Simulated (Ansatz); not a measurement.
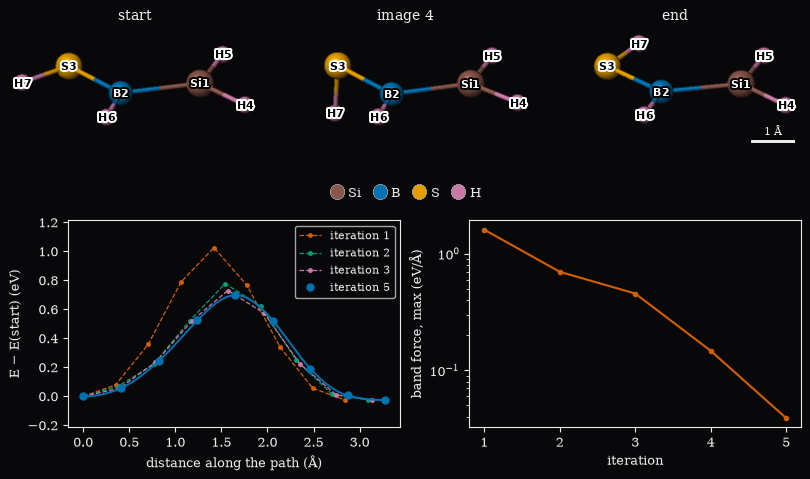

A nudged-elastic-band calculation for BSiH4S (multiplicity 2). Images are numbered from 0 (start) to 8 (end). The plot follows the band through its iterations. The picture is a ball-and-stick view, seen from a free direction.

Level of theory: Ansatz, UKS PBE0-D4/def2-SVP.

The input:
```yaml
crystal:
  periodic: [false, false, false]
  atoms:
    - { symbol: Si, position_ang: [-1.177591, 0.431104, -0.650232] }
    - { symbol: B, position_ang: [0.266148, -0.203188, 0.482113] }
    - { symbol: S, position_ang: [1.929047, -0.321177, -0.162422] }
    - { symbol: H, position_ang: [-2.580629, 0.548557, -0.16807] }
    - { symbol: H, position_ang: [-1.016463, 0.848177, -2.071256] }
    - { symbol: H, position_ang: [0.034127, -0.517126, 1.622911] }
    - { symbol: H, position_ang: [2.545361, -0.786336, 0.946947] }
magnetization:
  spin_polarized: true
  initial_magnetization: 1
basis:
  gaussian: { orbitals: def2-SVP }
hamiltonian:
  xc: pbe0
  dispersion: d4
neb:
  order_check: false
  images: 7
  f_tol: 0.05
  max_iterations: 60
  initial_path: idpp
  spring: 50.0
  final_atoms:
    - { symbol: Si, position_ang: [-0.99315744, 0.36089608, -0.54140341] }
    - { symbol: B, position_ang: [0.18105274, -0.30334407, 0.850498] }
    - { symbol: S, position_ang: [1.93262085, -0.57870426, 0.65570927] }
    - { symbol: H, position_ang: [-2.45329544, 0.58794827, -0.3663954] }
    - { symbol: H, position_ang: [-0.51079468, 0.70063904, -1.91127005] }
    - { symbol: H, position_ang: [-0.24645097, -0.56713306, 1.94728828] }
    - { symbol: H, position_ang: [2.09002494, -0.20029101, -0.63443568] }
```

Launched with:
```bash
ansatz run input.yaml --threads 1 --pin off --max-ram 2048MiB --backend cpu --events-out ev --progress --plain --runs-dir out
```

### Did the band converge, and can the barrier be trusted?

The run is converged, with reservations. The band converged in 5 iterations. The largest component of the band force went from 1.6 to 0.039 eV/Å. The climbing image converged on the top of the path. Its curvatures weren't checked. The spring constant is far from the usual few eV/Å², which spoils the spacing or the steps. The first iteration put the highest image at 1.03 eV. The energy climbs by 0.70 eV to image 4 and then falls by 0.72 eV, so the end point sits at −0.02 eV.

The run took 2.8 min on 1 thread of Arm Neoverse V1, on a shared host, peak memory 0.17 GiB.
